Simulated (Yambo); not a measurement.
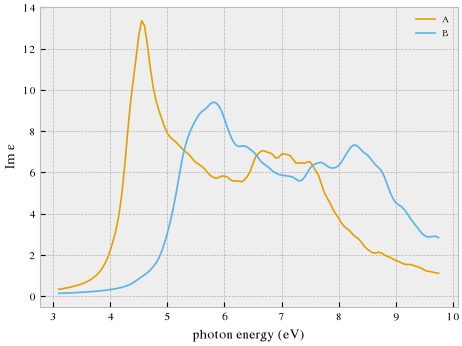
Fig. 1. Two computed absorption spectra of TiCdO$_{3}$ (space group R-3, No. 148) (Yambo, PBEsol bands with the same scissor, field along x)

Axes are Cartesian, with cell vectors (Å) (2.63, 1.52, 4.97), (-2.63, 1.52, 4.97), (0.00, -3.04, 4.97).

Question: Which curve includes the electron-hole attraction (BSE)?

Answer: Curve A: the attraction moves weight to lower energy (centre of the plotted range 6.1 eV against 7.0 eV). Settings: 4×4×4 mesh, 18 valence and 12 conduction bands, static screening with 93 bands and a 3 Ry block, scissor 1.44 eV, Tamm-Dancoff. The scissor comes from a G0W0 run whose convergence isn't established. Broadening 0.15 eV. The band window holds all transitions up to 9.8 eV. On this mesh the peak heights and the fine structure are mesh artefacts; only the shift of weight is robust.

Spin-orbit coupling is not included.

Geometry of the Materials Project entry, not relaxed at this level; primitive cell a = b = c = 5.823 Å, α = β = γ = 53.70°.
